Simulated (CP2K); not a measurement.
**C2H5In (InH2(vinyl)) at GFN2-xTB**

Aim: the energy difference between two shapes of C2H5In (InH2(vinyl)) at GFN2-xTB, from 2 runs. 

The calculation is run with CP2K 2026.2.

2 further runs of the same task are left out: 2 set aside as unsound or not needed.

## 1. The molecule

C2H5In: 8 atoms, total charge 0, spin state singlet. SMILES: `[H][In]([H])[CH]=C`. Geometry: a GFN2-xTB relaxation, a rough one for these elements and not checked as a minimum.

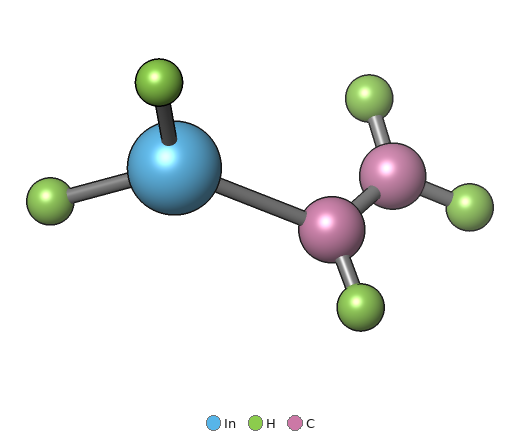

Viewed from a chosen angle; indium blue, hydrogen green, carbon pink.

## 2. Energy and forces at GFN2-xTB

Input file molecule.xyz:

```xyz
8

In     0.806030     1.332060    -0.399270
H      2.544280     1.448140    -0.374720
H      0.052150     2.902070    -0.436730
C     -0.301540    -0.582910    -0.421210
C     -0.741060    -1.170730     0.682720
H     -0.493320    -1.067730    -1.376110
H     -0.586240    -0.749050     1.667050
H     -1.280300    -2.111860     0.658270
```

Input file qs.inp:

```
&global
 project_name qs
 run_type ENERGY_FORCE
 print_level MEDIUM
&end global

&force_eval
 method QS
 &dft
  &qs
   method XTB
   eps_default 1.0E-10
   &xtb
    gfn_type TBLITE
    &tblite
     method GFN2
    &end tblite
    check_atomic_charges F
   &end xtb
  &end qs
  &poisson
   periodic NONE
   poisson_solver ANALYTIC
  &end poisson
  &scf
   scf_guess ATOMIC
   eps_scf 1.0E-07
   max_scf 150
   added_mos 4
   &diagonalization
    algorithm STANDARD
   &end diagonalization
   &mixing
    method DIRECT_P_MIXING
    alpha 0.4
   &end mixing
   &smear ON
    method FERMI_DIRAC
    electronic_temperature [K] 300
   &end smear
  &end scf
  &print
   &moments
    periodic F
    reference COM
    max_moment 1
   &end moments
   &mo ON
    energies T
    occupation_numbers T
    ndigits 6
    &each
     qs_scf 0
    &end each
    add_last NUMERIC
   &end mo
   &hirshfeld OFF
   &end hirshfeld
  &end print
 &end dft
 &subsys
  &cell
   abc 13.8 15 13
   periodic NONE
  &end cell
  &topology
   coord_file_name molecule.xyz
   coord_file_format XYZ
   &center_coordinates
   &end center_coordinates
  &end topology
 &end subsys
 &print
  &forces ON
  &end forces
 &end print
&end force_eval
```

Launch:

```
$ OMP_NUM_THREADS=1 cp2k.psmp -i qs.inp -o qs.out
```

Log:

```text
CP2K| version string:                                       CP2K version 2026.2
[...]
 GLOBAL| Method name                                                        CP2K
[...]
 GLOBAL| Run type                                                   ENERGY_FORCE
[...]
                             - Atoms:                                          8
[...]
                             - Spherical basis functions:                     22
[...]
 Number of electrons:                                                         16
[...]
  *** SCF run converged in    15 steps ***
[...]
  Fermi energy:                                                -0.28033154800032
[...]
 TB_DIPOLE| Moment [Debye]         -0.72491335      -1.21950064       0.14994990
 TB_DIPOLE| Derivative [a.u.]       0.00000000       0.00000000       0.00000000
[...]
 ENERGY| Total FORCE_EVAL ( QS ) energy [hartree]             -7.942331782488303
 FORCES| Atomic forces [hartree/bohr]
 FORCES|   Atom     x               y               z               |f|
 FORCES|      1  7.99878339E-05 -2.87410490E-05 -5.17138933E-04   5.24077072E-04
 FORCES|      2  2.07133967E-05 -5.50621109E-05  3.26662343E-05   6.72901458E-05
 FORCES|      3 -9.50843683E-05 -2.82810173E-05  2.13070901E-04   2.35032045E-04
 FORCES|      4  4.33785593E-05  2.13874231E-04 -3.85195408E-05   2.21602439E-04
 FORCES|      5 -1.19757365E-04 -4.80546871E-04 -1.09803205E-04   5.07270998E-04
 FORCES|      6  1.65950065E-04  1.46902640E-04  1.09691734E-04   2.47289478E-04
 FORCES|      7 -9.50235222E-05  1.61773850E-04  2.81792037E-04   3.38536557E-04
 FORCES|      8 -1.64599420E-07  7.00803277E-05  2.82407718E-05   7.55567377E-05
 FORCES| Sum    -2.51060566E-18  7.08797170E-17 -5.07711549E-17
 FORCES| Total atomic force                                       8.72235495E-17
[...]
```

Run time: 0.42 s. Hardware: 1 thread of Arm Neoverse N1, shared host; peak memory 0.14 GiB.

## 3. The distorted shape

Input file molecule.xyz:

```xyz
8

In     0.815042     1.380389    -0.410840
H      2.591940     1.472998    -0.453588
H      0.155787     3.029147    -0.342943
C     -0.293341    -0.668689    -0.540870
C     -0.710323    -1.142513     0.608942
H     -0.587603    -1.167424    -1.363013
H     -0.615536    -0.758748     1.718716
H     -1.410858    -2.132649     0.693397
```

Input file mol.inp:

```
&GLOBAL
  PROJECT_NAME mol
  RUN_TYPE ENERGY_FORCE
  PRINT_LEVEL MEDIUM
&END GLOBAL

&FORCE_EVAL
  METHOD QS
  &DFT
    # Quickstep
    &QS
      METHOD XTB
      EPS_DEFAULT 1.0E-10
      &XTB
        GFN_TYPE TBLITE
        &TBLITE
          METHOD GFN2
        &END TBLITE
        CHECK_ATOMIC_CHARGES F
      &END XTB
    &END QS
    # isolated system
    &POISSON
      PERIODIC NONE
      POISSON_SOLVER ANALYTIC
    &END POISSON
    # SCF settings
    &SCF
      SCF_GUESS ATOMIC
      EPS_SCF 1.0E-07
      MAX_SCF 150
      ADDED_MOS 4
      &DIAGONALIZATION
        ALGORITHM STANDARD
      &END DIAGONALIZATION
      &MIXING
        METHOD DIRECT_P_MIXING
        ALPHA 0.4
      &END MIXING
      &SMEAR ON
        METHOD FERMI_DIRAC
        ELECTRONIC_TEMPERATURE [K] 300
      &END SMEAR
    &END SCF
    # extra output
    &PRINT
      &MOMENTS
        PERIODIC F
        REFERENCE COM
        MAX_MOMENT 1
      &END MOMENTS
      &MO ON
        ENERGIES T
        OCCUPATION_NUMBERS T
        NDIGITS 6
        &EACH
          QS_SCF 0
        &END EACH
        ADD_LAST NUMERIC
      &END MO
      &HIRSHFELD OFF
      &END HIRSHFELD
    &END PRINT
  &END DFT
  &SUBSYS
    &CELL
      ABC 14 15.2 13.1
      PERIODIC NONE
    &END CELL
    &TOPOLOGY
      COORD_FILE_NAME molecule.xyz
      COORD_FILE_FORMAT XYZ
      &CENTER_COORDINATES
      &END CENTER_COORDINATES
    &END TOPOLOGY
  &END SUBSYS
  &PRINT
    &FORCES ON
    &END FORCES
  &END PRINT
&END FORCE_EVAL
```

Launch:

```
$ OMP_NUM_THREADS=1 cp2k.psmp -i mol.inp -o mol.out
```

Log:

```text
CP2K| version string:                                       CP2K version 2026.2
[...]
 GLOBAL| Method name                                                        CP2K
[...]
 GLOBAL| Run type                                                   ENERGY_FORCE
[...]
                             - Atoms:                                          8
[...]
                             - Spherical basis functions:                     22
[...]
 Number of electrons:                                                         16
[...]
  *** SCF run converged in    15 steps ***
[...]
  Fermi energy:                                                -0.30082223261918
[...]
 TB_DIPOLE| Moment [Debye]         -0.79114031      -0.94917197      -0.12333013
 TB_DIPOLE| Derivative [a.u.]       0.00000000       0.00000000       0.00000000
[...]
 ENERGY| Total FORCE_EVAL ( QS ) energy [hartree]             -7.919595191332430
 FORCES| Atomic forces [hartree/bohr]
 FORCES|   Atom     x               y               z               |f|
 FORCES|      1 -5.44064177E-04 -1.12689958E-02 -5.21690247E-03   1.24298971E-02
 FORCES|      2 -2.74215683E-03 -6.25690648E-04  6.02123999E-04   2.87636336E-03
 FORCES|      3 -1.36979598E-03 -3.48767941E-03  6.04764814E-04   3.79552225E-03
 FORCES|      4  1.91096090E-02  4.52661000E-02  5.57972380E-02   7.43473519E-02
 FORCES|      5 -3.86096244E-02 -3.65867252E-02  5.71950146E-02   7.81060898E-02
 FORCES|      6 -1.14071196E-02 -2.54089164E-02 -5.46450730E-02   6.13336727E-02
 FORCES|      7  5.28759074E-03 -4.84492026E-03 -4.45867351E-02   4.51598142E-02
 FORCES|      8  3.02755612E-02  3.69568278E-02 -9.75043093E-03   4.87594876E-02
 FORCES| Sum     3.12250226E-17  6.93889390E-17  3.46944695E-17
 FORCES| Total atomic force                                       8.36273467E-17
[...]
```

Wall time 0.42 s (1 thread of Arm Neoverse N1, shared host); peak memory 0.14 GiB.

## 4. Results

At GFN2-xTB:

```
                                                  quantity        value
                                 first shape: total energy  -7.94233 Eh
    first shape: dipole moment (from atomic charges alone)       1.43 D
                                  first shape: HOMO energy    -10.65 eV
                                  first shape: LUMO energy     -6.73 eV
                                first shape: HOMO–LUMO gap      3.92 eV
                     first shape: largest force on an atom   0.027 eV/Å
                             distorted shape: total energy  -7.91960 Eh
distorted shape: dipole moment (from atomic charges alone)       1.24 D
                              distorted shape: HOMO energy    -10.54 eV
                              distorted shape: LUMO energy     -7.29 eV
                            distorted shape: HOMO–LUMO gap      3.25 eV
                 distorted shape: largest force on an atom   4.016 eV/Å
                    energy change with the atoms displaced     0.619 eV
```

In words: With the atoms displaced the energy rises by 0.62 eV (14.3 kcal/mol). The dipole (first shape) comes from point charges on the atoms alone, without atomic dipoles, so it is partial. The dipole (distorted shape) comes from point charges on the atoms alone, without atomic dipoles, so it is partial.
